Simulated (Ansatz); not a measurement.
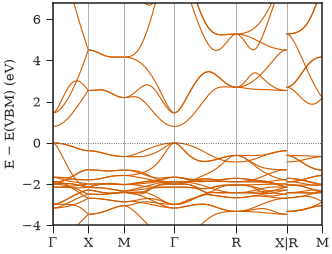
Fig. 1. Band structure from r²SCAN in the plane-wave PAW code Ansatz

**Question.** Read off the gap and where the band edges lie.

**Answer.** About 0.8 eV (0.79 eV by a search for the band edges); maximum at Γ, minimum at Γ.

The material is Cu2O in space group Pn-3m (No. 224; Cu on 4c, O on 2a).

Symmetry was held in the r²SCAN relaxation. The run is not spin-polarised. No Hubbard U is applied.

Potentials: the later of the program's two PAW sets.
